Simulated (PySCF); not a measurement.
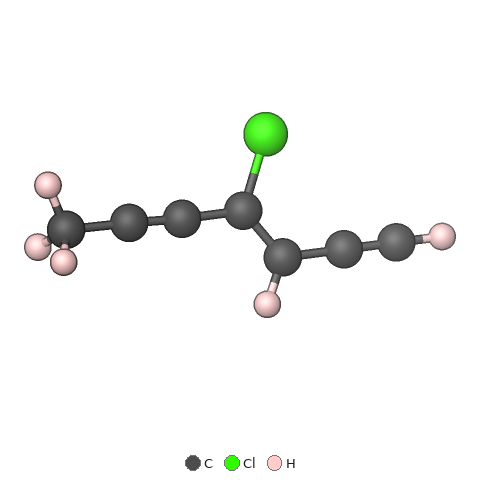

Structure of C₇H₅Cl, SMILES C#C/C=C(\Cl)C#CC.

Vertical TDDFT excitations, CAM-B3LYP/def2-SVPD in PySCF 2.14.0, at a GFN2-xTB geometry (no frequency check), gas phase.

**Where does it absorb, and how strongly?**

The lowest singlet lies at 4.72 eV (263 nm, f = 0.582); the brightest of the first 8 is S1 at 4.72 eV (263 nm), f = 0.582, mainly HOMO → LUMO (93 %). No singlet lies below 3.1 eV (beyond 400 nm), so at this level no vertical transition falls in the visible.


```tsv
state	E (eV)	λ (nm)	f	main character
S1	4.72	263	0.582	HOMO → LUMO (93 %)
S2	4.98	249	0.000	HOMO−1 → LUMO (91 %)
S3	5.25	236	0.000	HOMO−2 → LUMO (87 %)
S4	5.48	226	0.000	HOMO → LUMO+1 (76 %)
S5	5.99	207	0.001	HOMO → LUMO+4 (32 %)
S6	6.04	205	0.018	HOMO−3 → LUMO (72 %)
S7	6.47	192	0.006	HOMO → LUMO+2 (36 %)
S8	6.51	190	0.000	HOMO−5 → LUMO (94 %)
```

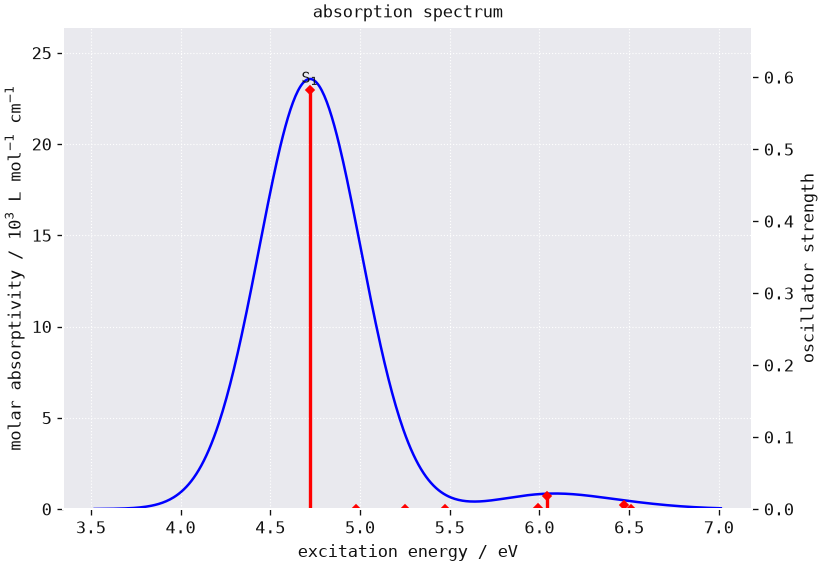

Only the first 8 singlet excitations are included; each is broadened by a Gaussian of 1/e half-width 0.40 eV. Sticks give oscillator strengths (right axis).

Caveats: the tight-binding geometry is rougher than a DFT one and adds to the error; core orbitals are frozen in the response.
